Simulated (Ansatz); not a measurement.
# Run report: CH22O12, geometry relaxation (part 3 of 3)

CH22O12 (disordered cell, 35 atoms in the cell); DFT r2SCAN-D3(BJ), scalar-relativistic, plane waves, PAW, no spin polarisation (Ansatz 0.2.0); cutoff 500 eV, 1×1×1 k-mesh, Fermi–Dirac smearing of 0.02 eV. The run did not end well. It belongs to a series of runs on one base structure; here: start relaxed.

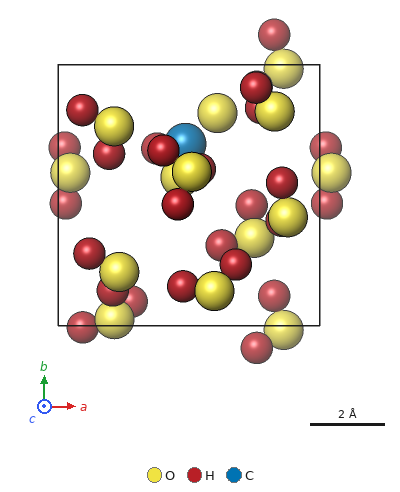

*The geometry at step 12 of the log (spheres-only view of the cell of the calculation, along the c axis).*

### Trajectory as extended XYZ, continued
```
35
Lattice="7.1335 0.0000 0.0000 0.0000 7.1335 0.0000 0.0000 0.0000 7.1335" Properties=species:S:1:pos:R:3:forces:R:3 step=9 energy=-7427.32607
O     1.6640    7.1848    2.1369   -0.5676   0.4867  -0.7393
H     1.9466    8.0007    1.6784   -0.1522  -0.7561   0.2483
H     0.8358    6.9363    1.6546    0.5753   0.4453   0.5677
O     5.3021    2.5048    2.6725   -0.1757   0.0499  -0.0072
H     5.1624    3.4230    2.3990    0.0318  -0.1966  -0.0145
H     4.4181    2.2068    2.9324    0.1809   0.0206   0.0058
O     1.6490    5.5507    5.3205   -0.1997  -0.3048   0.0566
H     1.4567    4.6631    4.9838    0.0979   0.3474   0.1149
H     0.7673    5.9613    5.3479   -0.0075  -0.0452   0.1369
O     4.2682    0.7698    6.1250    0.0286   0.2548  -0.1053
H     4.8564    1.5384    6.0067   -0.1935  -0.1533  -0.0007
H     3.4465    0.9647    5.6415    0.0686  -0.0236   0.1761
O     6.1722    2.9069    5.4746    0.0661  -0.0592  -0.0994
H     6.0738    3.8585    5.6431    0.0175   0.1743   0.0347
H     6.0203    2.8117    4.5193    0.0481  -0.0019   0.0198
O     3.7465    4.2222    7.0307   -0.3403  -0.2387  -0.0409
H     3.0440    4.8821    6.8902    0.0842  -0.0641  -0.0543
H     3.2738    3.3751    6.9664    0.2117   0.3485   0.0490
O     1.5601    1.4830    5.2867   -0.7948   0.0356  -0.5996
H     0.8246    2.0651    5.5722    0.3196  -0.3150  -0.1780
H     1.1954    1.0621    4.4773    0.5354   0.2189   0.6289
O     6.0333    5.8311    5.2990   -0.0659  -0.1049  -0.2025
H     5.5049    6.4958    5.7758   -0.1191   0.0760   0.1889
H     5.6299    5.8680    4.4113    0.0337   0.0194   0.1245
O     6.0610    0.0728    1.2121   -0.1598  -0.2400   0.0931
H     5.8818    0.9729    1.5180    0.0355  -0.0566   0.0191
H     5.2450   -0.3924    1.4611    0.2711   0.0621  -0.0846
O     0.5221    3.9789    1.8517   -0.2358   0.0640  -0.1640
H     0.0371    4.6801    1.3943    0.1695  -0.0953   0.0219
H     0.0516    3.1699    1.6171    0.1128   0.1211   0.0394
O     3.4145    4.0127    4.2069   -0.0773   0.2312  -0.2406
C     3.3931    4.9857    3.2906    0.2305  -0.3589  -0.1383
O     4.2618    5.8234    3.1755   -0.0181   0.0695  -0.0807
H     4.0089    4.2613    4.9466   -0.0132  -0.0911   0.1550
H     2.5598    4.8595    2.5904    0.0009   0.0804   0.0702
35
Lattice="7.1335 0.0000 0.0000 0.0000 7.1335 0.0000 0.0000 0.0000 7.1335" Properties=species:S:1:pos:R:3:forces:R:3 step=10 energy=-7427.54305
O     1.6062    7.2596    2.2208    0.3588   1.1519  -1.0237
H     2.0073    7.9504    1.6212   -0.6625  -1.2934   0.9116
H     0.7513    7.0465    1.7906    0.1901   0.2082   0.2206
O     5.3128    2.4640    2.6661   -0.1309  -0.0083   0.0014
H     5.1698    3.3699    2.3611    0.0649  -0.1078  -0.0324
H     4.4359    2.1778    2.9564    0.1050  -0.0155   0.0098
O     1.6240    5.5283    5.4347   -0.1721  -0.4650  -0.0909
H     1.4577    4.6795    4.9907    0.1311   0.4566   0.2403
H     0.7398    5.9332    5.4542   -0.0178  -0.0250   0.1212
O     4.2588    0.8011    6.1487   -0.0466   0.1590  -0.0550
H     4.8342    1.5695    5.9928   -0.1050  -0.0729   0.0031
H     3.4138    0.9840    5.7015    0.0583   0.0037   0.1200
O     6.1913    2.9246    5.4545    0.0419  -0.1235  -0.1276
H     6.0935    3.8762    5.6250   -0.0007   0.1728   0.0203
H     6.0405    2.8288    4.4987    0.0464   0.0115   0.0387
O     3.7263    4.2401    7.0100   -0.2176  -0.1090  -0.0496
H     3.0128    4.8819    6.8360    0.0318  -0.0713  -0.0414
H     3.2696    3.3864    6.9854    0.1129   0.2072   0.0165
O     1.5777    1.4964    5.2503   -0.4754  -0.0849  -0.4441
H     0.7948    2.0281    5.4896    0.2161  -0.1424  -0.0878
H     1.2963    1.0222    4.4434    0.3530   0.1910   0.3889
O     5.9993    5.8264    5.3278   -0.0583  -0.0373  -0.1036
H     5.4719    6.4831    5.8181   -0.0639   0.0474   0.1454
H     5.6126    5.8901    4.4361    0.0220  -0.0092   0.0506
O     6.0841    0.0128    1.2224   -0.0090  -0.0807   0.0432
H     5.8984    0.9156    1.5183   -0.0081  -0.0458  -0.0087
H     5.2749   -0.4553    1.4759    0.1514  -0.0301   0.0051
O     0.4980    4.0187    1.8529   -0.3913   0.4346  -0.4027
H     0.0769    4.7012    1.2958    0.3516  -0.3520   0.2969
H     0.0703    3.1986    1.5857    0.0998   0.0184   0.0151
O     3.4086    4.0230    4.1763   -0.0839   0.1217  -0.1896
C     3.4291    4.9668    3.2368   -0.0773   0.1075   0.1569
O     4.2910    5.8152    3.1443    0.0444  -0.0416  -0.1744
H     3.9814    4.2700    4.9366    0.0096  -0.0900   0.0809
H     2.5777    4.8762    2.5508    0.1304  -0.0846  -0.0536
35
Lattice="7.1335 0.0000 0.0000 0.0000 7.1335 0.0000 0.0000 0.0000 7.1335" Properties=species:S:1:pos:R:3:forces:R:3 step=11 energy=-7427.76661
O     1.5709    7.2476    2.4102    0.3280   0.9266  -0.7982
H     1.9894    7.8992    1.7935   -0.5273  -0.9824   0.7568
H     0.7105    7.0449    1.9864    0.0717   0.1223   0.1604
O     5.3433    2.4344    2.6460   -0.1441   0.0152   0.0095
H     5.2280    3.3289    2.2987    0.0693  -0.0988  -0.0161
H     4.4590    2.1797    2.9435    0.1109   0.0068  -0.0086
O     1.5686    5.4922    5.5142   -0.1480  -0.4400  -0.0797
H     1.3959    4.6755    5.0174    0.1246   0.4040   0.2253
H     0.6941    5.9171    5.5414   -0.0128  -0.0077   0.0854
O     4.2643    0.8845    6.2020    0.0154   0.2119  -0.0677
H     4.8454    1.6311    5.9695   -0.1373  -0.1309   0.0268
H     3.4193    1.0293    5.7391    0.0409   0.0228   0.0953
O     6.2404    2.9444    5.3931    0.0381  -0.0365  -0.0955
H     6.1198    3.8923    5.5785   -0.0236   0.0946   0.0181
H     6.0851    2.8554    4.4374    0.0180  -0.0056   0.0258
O     3.6652    4.2202    6.9697   -0.2122  -0.1025  -0.0728
H     2.9260    4.8291    6.7728    0.0358  -0.0648  -0.0050
H     3.2427    3.3493    6.9758    0.1147   0.1659  -0.0033
O     1.6252    1.4629    5.1645   -0.4366  -0.0228  -0.3692
H     0.8284    1.9893    5.3677    0.2830  -0.1669  -0.0793
H     1.3985    0.9813    4.3432    0.2602   0.1565   0.3260
O     5.9463    5.8428    5.3908   -0.0743   0.0056  -0.0940
H     5.4314    6.4980    5.8987   -0.0141  -0.0019   0.0932
H     5.5631    5.9262    4.4993    0.0290  -0.0099   0.0766
O     6.1212   -0.0717    1.2835   -0.0714  -0.0566   0.1044
H     5.9112    0.8489    1.5057   -0.0179  -0.1269  -0.0543
H     5.3496   -0.5497    1.6334    0.2166   0.0734  -0.0160
O     0.4640    4.1188    1.7812   -0.4607   0.2360  -0.4665
H     0.0980    4.8010    1.1853    0.3144  -0.3353   0.3160
H     0.1224    3.2871    1.4270    0.1617   0.1886   0.0430
O     3.3611    4.0490    4.1381   -0.0662   0.1404  -0.1525
C     3.4421    4.9773    3.1928   -0.1097  -0.0297  -0.0325
O     4.3125    5.8220    3.1361    0.0293  -0.0062  -0.0962
H     3.9088    4.2817    4.9234    0.0064  -0.0911   0.0927
H     2.6367    4.8708    2.4498    0.1883  -0.0518   0.0545
35
Lattice="7.1335 0.0000 0.0000 0.0000 7.1335 0.0000 0.0000 0.0000 7.1335" Properties=species:S:1:pos:R:3:forces:R:3 step=12 energy=-7427.87255
O     1.5299    7.3128    2.5229    0.4504   0.5427  -0.9504
H     2.0016    7.7926    1.8005   -0.5019  -0.6469   0.8940
H     0.6658    7.0892    2.1171   -0.0463   0.0767   0.1126
O     5.3511    2.4005    2.6383   -0.2501   0.0492   0.0404
H     5.2791    3.2863    2.2541    0.1724  -0.1279   0.0040
H     4.4579    2.1941    2.9480    0.1326   0.0082  -0.0542
O     1.5217    5.4469    5.6307   -0.2002  -0.4714  -0.2150
H     1.3829    4.6976    5.0238    0.1303   0.4306   0.3736
H     0.6545    5.8891    5.6304   -0.0164  -0.0081   0.0629
O     4.2607    0.9481    6.2423    0.0927   0.2839  -0.0715
H     4.8452    1.6726    5.9472   -0.1616  -0.1954   0.0883
H     3.4073    1.0767    5.7898   -0.0001   0.0149   0.0208
O     6.2663    2.9628    5.3571   -0.0415   0.0541  -0.0188
H     6.1069    3.9055    5.5523    0.0184  -0.0202  -0.0012
H     6.0930    2.8687    4.4050    0.0302  -0.0107  -0.0359
O     3.6438    4.2051    6.9307   -0.2663  -0.0628  -0.0227
H     2.8679    4.7859    6.7840    0.1311  -0.1096  -0.0854
H     3.2616    3.3166    6.9511    0.1181   0.1073  -0.0099
O     1.6620    1.4686    5.1186   -0.2701  -0.0173  -0.1385
H     0.8467    1.9723    5.2927    0.2523  -0.1182  -0.0713
H     1.4843    0.9639    4.3007    0.1422   0.1763   0.1690
O     5.9069    5.8516    5.4329   -0.0747   0.0663  -0.0626
H     5.3985    6.5041    5.9528    0.0332  -0.0597   0.0341
H     5.5323    5.9485    4.5396    0.0247  -0.0051   0.0863
O     6.1524   -0.1144    1.3119   -0.2452   0.0919   0.2142
H     5.8935    0.8160    1.4508    0.0338  -0.3881  -0.0481
H     5.4177   -0.6052    1.7327    0.3597   0.2169  -0.1357
O     0.3242    4.1790    1.8114   -0.6399  -0.8047  -2.5283
H     0.1705    4.8669    1.1049    0.2659  -0.6797   1.1094
H     0.2024    3.3402    1.2571    0.3572   1.5903   1.2885
O     3.3320    4.0580    4.1113   -0.1221   0.1858  -0.1466
C     3.4651    4.9663    3.1567    0.0260  -0.0431  -0.0870
O     4.3417    5.8081    3.1225   -0.1154  -0.0639  -0.0462
H     3.8622    4.2760    4.9152   -0.0150  -0.0418   0.1137
H     2.6991    4.8400    2.3725    0.1935  -0.0203   0.1190
35
Lattice="7.1335 0.0000 0.0000 0.0000 7.1335 0.0000 0.0000 0.0000 7.1335" Properties=species:S:1:pos:R:3:forces:R:3 step=13 energy=-7428.11385
O     1.5397    7.2339    2.5924    0.2770   0.3188  -0.5431
H     2.0327    7.6854    1.8812   -0.2993  -0.3841   0.5167
H     0.6573    7.0689    2.1932   -0.0118   0.0282   0.0586
O     5.3792    2.4203    2.6576   -0.2587   0.0838   0.0465
H     5.4173    3.3017    2.2533    0.1741  -0.1512   0.0088
H     4.4539    2.2921    2.9129    0.1956   0.0306  -0.0743
O     1.4322    5.3893    5.7508   -0.1288  -0.3766  -0.1818
H     1.3328    4.6847    5.0891    0.0879   0.3292   0.2926
H     0.5737    5.8482    5.7136   -0.0377   0.0057   0.0533
O     4.2455    1.0233    6.3057    0.0770   0.2320  -0.0554
H     4.8513    1.7143    5.9778   -0.1159  -0.1484   0.0677
H     3.4101    1.1301    5.8133   -0.0071   0.0006   0.0255
O     6.2790    2.9736    5.3561   -0.0355   0.0834  -0.0018
H     6.0869    3.9102    5.5505    0.0185  -0.0584   0.0096
H     6.0905    2.8651    4.4078    0.0003  -0.0200  -0.0370
O     3.6024    4.1576    6.8899   -0.2375  -0.0760  -0.0636
H     2.7863    4.6901    6.7793    0.1199  -0.0907  -0.0447
H     3.2908    3.2408    6.9121    0.1089   0.1319   0.0064
O     1.7127    1.4796    5.0766   -0.1690   0.0193  -0.0647
H     0.8961    1.9799    5.2409    0.1889  -0.0926  -0.0341
H     1.5464    0.9630    4.2640    0.0804   0.0983   0.0962
O     5.8585    5.8803    5.4917   -0.0363   0.0742  -0.0183
H     5.3610    6.5356    6.0175    0.0317  -0.0600   0.0122
H     5.4928    5.9852    4.5968   -0.0022  -0.0084   0.0572
O     6.2097   -0.1245    1.3502   -0.1875   0.0831   0.1446
H     5.9228    0.7973    1.4699    0.0227  -0.2406  -0.0318
H     5.4970   -0.6272    1.7898    0.2466   0.1407  -0.0922
O     0.2434    4.2016    1.6298   -0.3828  -0.4923  -1.5553
H     0.1375    4.9128    0.9560    0.1455  -0.4717   0.6788
H     0.1748    3.3880    1.0678    0.2007   1.0031   0.7484
O     3.2742    4.1073    4.0897   -0.0944   0.1032  -0.0761
C     3.5151    4.9629    3.1154   -0.1900  -0.0380  -0.1801
O     4.4021    5.7936    3.1231   -0.0313  -0.0021  -0.0675
H     3.7659    4.3149    4.9238   -0.0137  -0.0509   0.1369
H     2.8170    4.8109    2.2703    0.2634  -0.0042   0.1631
35
Lattice="7.1335 0.0000 0.0000 0.0000 7.1335 0.0000 0.0000 0.0000 7.1335" Properties=species:S:1:pos:R:3:forces:R:3 step=14 energy=-7428.28734
O     1.5404    7.2213    2.6174    0.0685   0.0286  -0.1964
H     2.0679    7.5797    1.8920   -0.0778  -0.1262   0.1800
H     0.6527    7.0751    2.2181    0.0138   0.0695   0.0474
O     5.4035    2.3978    2.6951   -0.6416   0.6196  -0.1905
H     5.6014    3.2398    2.2182    0.0057  -0.5741   0.3090
H     4.4375    2.3969    2.8575    0.7627   0.0158  -0.1513
O     1.3541    5.3385    5.8592   -0.1266  -0.3398  -0.2950
H     1.3178    4.7197    5.1088    0.0678   0.3016   0.3951
H     0.5067    5.8171    5.7871   -0.0409   0.0097   0.0494
O     4.2330    1.0849    6.3636   -0.0124   0.1446  -0.0682
H     4.8515    1.7319    5.9781   -0.0581  -0.0739   0.0823
H     3.4048    1.1557    5.8493    0.0339   0.0176   0.0466
O     6.2797    2.9771    5.3607   -0.0313   0.0348   0.0019
H     6.0728    3.9080    5.5592    0.0071  -0.0443   0.0226
H     6.0684    2.8594    4.4170   -0.0059  -0.0338  -0.0375
O     3.5914    4.1527    6.8356   -0.3108  -0.1552   0.0047
H     2.7410    4.6375    6.7707    0.1492  -0.0749  -0.0363
H     3.3415    3.2181    6.9262    0.1603   0.2220  -0.0742
O     1.7511    1.4943    5.0717   -0.0176  -0.0423  -0.0380
H     0.9300    1.9768    5.2430    0.0364  -0.0003  -0.0229
H     1.5942    0.9847    4.2544    0.0326   0.0584   0.0466
O     5.8319    5.9061    5.5200   -0.0387   0.0734  -0.0080
H     5.3373    6.5522    6.0571    0.0327  -0.0321   0.0197
H     5.4518    6.0038    4.6308    0.0014   0.0051   0.0261
O     6.2373   -0.1150    1.3688    0.0188  -0.0690  -0.0044
H     5.9142    0.7904    1.4789   -0.0101   0.0262   0.0323
H     5.5495   -0.6373    1.8139    0.0591  -0.0092  -0.0033
O     0.1105    4.1661    1.5191    0.0145  -0.0303  -0.8668
H     0.1605    4.9328    0.9120   -0.1024  -0.3866   0.4461
H     0.2303    3.4168    0.9085    0.0009   0.3860   0.3029
O     3.2021    4.1522    4.0809   -0.1212   0.2343  -0.1907
C     3.5162    4.9715    3.0946    0.1939  -0.3482  -0.3136
O     4.4235    5.7815    3.1189   -0.2229   0.0147   0.0138
H     3.6744    4.3414    4.9353   -0.0271  -0.0507   0.1198
H     2.9080    4.7612    2.1881    0.1847   0.1311   0.3526
35
Lattice="7.1335 0.0000 0.0000 0.0000 7.1335 0.0000 0.0000 0.0000 7.1335" Properties=species:S:1:pos:R:3:forces:R:3 step=15 energy=-7428.41385
O     1.5590    7.1688    2.6392    0.0204   0.0015  -0.0996
H     2.1043    7.5019    1.9175   -0.0354  -0.0694   0.0973
H     0.6684    7.0536    2.2364    0.0363   0.0282   0.0354
O     5.4794    2.4018    2.7057   -0.4755   0.4308  -0.0985
H     5.7341    3.2130    2.2055    0.0419  -0.3895   0.1766
H     4.5133    2.4381    2.8240    0.5326  -0.0275  -0.1096
O     1.2962    5.3276    5.8916   -0.0797  -0.2380  -0.2290
H     1.2801    4.7443    5.1168    0.0431   0.2107   0.2638
H     0.4488    5.8089    5.8237   -0.0380   0.0121   0.0289
O     4.2097    1.1623    6.4256   -0.0127   0.1261  -0.0540
H     4.8511    1.7744    6.0208   -0.0462  -0.0517   0.0637
H     3.3987    1.2149    5.8814    0.0285  -0.0050   0.0403
O     6.2612    2.9887    5.3771   -0.0196   0.0459   0.0195
H     6.0366    3.9154    5.5730    0.0095  -0.0443   0.0182
H     6.0648    2.8645    4.4298   -0.0130  -0.0392  -0.0447
O     3.5533    4.1704    6.8103   -0.2384  -0.1346  -0.0341
H     2.6796    4.6126    6.7639    0.1203  -0.0343  -0.0217
H     3.3617    3.2234    6.9107    0.1293   0.1681  -0.0480
O     1.7767    1.5020    5.0567   -0.0030  -0.0274  -0.0220
H     0.9557    1.9858    5.2184    0.0170  -0.0076  -0.0161
H     1.6253    0.9797    4.2466    0.0152   0.0350   0.0263
O     5.7987    5.9444    5.5739   -0.0263   0.0896   0.0032
H     5.3173    6.5907    6.1211    0.0292  -0.0444   0.0161
H     5.4106    6.0447    4.6887   -0.0039  -0.0060   0.0167
O     6.2546   -0.1417    1.3867    0.0135  -0.0432  -0.0209
H     5.9435    0.7673    1.5082   -0.0044   0.0198   0.0367
H     5.5694   -0.6605    1.8409    0.0443   0.0122   0.0228
O     0.0417    4.0960    1.3817   -0.0021   0.0649  -0.5894
H     0.0607    4.9147    0.8513   -0.0635  -0.3172   0.3244
H     0.1930    3.4105    0.7121   -0.0141   0.2510   0.1770
O     3.1819    4.1661    4.0619   -0.0782   0.1093  -0.1330
C     3.5669    4.9531    3.0798    0.0118  -0.2365  -0.1741
O     4.4557    5.7793    3.1448   -0.0324   0.0706   0.0054
H     3.6136    4.3495    4.9423   -0.0197  -0.0193   0.1144
H     3.0231    4.7250    2.1421    0.1133   0.0590   0.2081
```

The run was set up as follows.

### Input
```yaml
crystal:
  lattice:
    - [7.133492, 0.0, 0.0]
    - [0.0, 7.133492, 0.0]
    - [0.0, 0.0, 7.133492]
  atoms:
    - { symbol: O, position: [0.2325062, 0.9776452, 0.3152513] }
    - { symbol: H, position: [0.2450285, 1.0934744, 0.2455218] }
    - { symbol: H, position: [0.1983303, 0.8860904, 0.2209902] }
    - { symbol: O, position: [0.721607, 0.4173766, 0.418592] }
    - { symbol: H, position: [0.6758597, 0.5451944, 0.4208765] }
    - { symbol: H, position: [0.6219716, 0.3479081, 0.3579098] }
    - { symbol: O, position: [0.252123, 0.8088909, 0.6862586] }
    - { symbol: H, position: [0.2605947, 0.6735411, 0.6928993] }
    - { symbol: H, position: [0.1241641, 0.8319123, 0.6471184] }
    - { symbol: O, position: [0.6006186, 0.0959728, 0.8109725] }
    - { symbol: H, position: [0.7270015, 0.1454769, 0.8144539] }
    - { symbol: H, position: [0.5219427, 0.2066191, 0.8126821] }
    - { symbol: O, position: [0.8389455, 0.4248677, 0.7661398] }
    - { symbol: H, position: [0.7362374, 0.5086617, 0.7367282] }
    - { symbol: H, position: [0.8596102, 0.3564514, 0.6506946] }
    - { symbol: O, position: [0.5056983, 0.5580742, 1.0218689] }
    - { symbol: H, position: [0.4858874, 0.6623435, 0.9371879] }
    - { symbol: H, position: [0.4845953, 0.4484861, 0.9445349] }
    - { symbol: O, position: [0.1804413, 0.1685348, 0.7417782] }
    - { symbol: H, position: [0.2074064, 0.2842472, 0.807497] }
    - { symbol: H, position: [0.0710171, 0.1979744, 0.666978] }
    - { symbol: O, position: [0.8550657, 0.8213293, 0.7435201] }
    - { symbol: H, position: [0.8435763, 0.9539625, 0.7168397] }
    - { symbol: H, position: [0.7946224, 0.7612097, 0.6378429] }
    - { symbol: O, position: [0.8232373, 0.0480198, 0.1460961] }
    - { symbol: H, position: [0.8234591, 0.1797495, 0.1789999] }
    - { symbol: H, position: [0.7306654, -0.0064308, 0.2291684] }
    - { symbol: O, position: [0.0275455, 0.5114965, 0.3098897] }
    - { symbol: H, position: [0.0171484, 0.6298444, 0.2441547] }
    - { symbol: H, position: [0.034006, 0.4191892, 0.2105265] }
    - { symbol: O, position: [0.4700092, 0.5583192, 0.6041486] }
    - { symbol: C, position: [0.453865, 0.7106744, 0.4929368] }
    - { symbol: O, position: [0.5220383, 0.8629704, 0.5252684] }
    - { symbol: H, position: [0.5459188, 0.5976916, 0.7117101] }
    - { symbol: H, position: [0.3697544, 0.6750279, 0.3693694] }
basis:
  ecutwfc: 500.0
kpoints:
  mp_grid: { grid: [1, 1, 1] }
hamiltonian:
  xc: r2scan
  dispersion: d3bj
scf:
  occupations: { method: fermi_dirac, width: 0.02 }
  lower_state_search: "off"
relax:
  f_tol: 0.3
  max_steps: 15
  adjacent_minimum: "off"
output:
  write_density: true
  write_potential: true
  elf: true
  volumetric_format: npy
```

Launch command:
```bash
ansatz run input.yaml --threads 1 --pin off --max-ram 3072MiB --backend cpu --events-out ev --progress --plain --runs-dir out
```

### What the run reported

```json
{"quantity": "outcome", "value": "not converged"}
{"quantity": "hardware", "value": "1 thread of Intel Xeon (Sapphire Rapids), 64 GiB of memory available, shared host"}
{"quantity": "wall time", "value": "5.1 min"}
{"quantity": "peak memory", "value": "1.1 GiB"}
```

### What went wrong

The run did not converge: “geometry relaxation did not converge after 15 steps: max|allowed force component| = 5.89e-1 eV/Å (threshold 3.0e-1). Raise `relax.max_steps` over both its present limit and 15, loosen `relax.f_tol`, or start from a geometry closer to equilibrium …” Its last values are not results. Notes on the run: the dispersion correction has no parameters fitted for this combination and takes those fitted for r2SCAN with other terms.
